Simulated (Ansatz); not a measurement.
The reference is MgSe in the rock salt structure (space group Fm-3m, No. 225; a = 5.450 Å). Axes: x, y, z lie along the cube axes.

It is then changed as follows: biaxial strain −0.42 %, plane normal [111], relaxed out of plane (Cartesian); in-plane vectors clamped, the third vector and the atoms free.

Computed with PBEsol (Ansatz, an electronic-structure program; PAW; 420 eV plane waves; spin-orbit coupling left out).

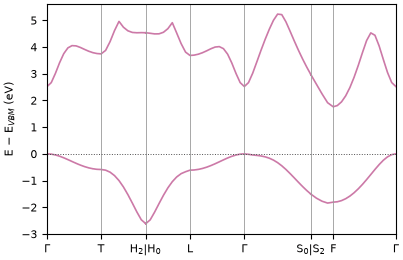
*Highest valence and lowest conduction band along the path of the changed cell's own zone*

The gap is 1.76 eV, indirect, Γ → F; the base has 1.78 eV.

Whether these cells are dynamically stable was not tested. k-point labels follow each cell's own Brillouin zone.
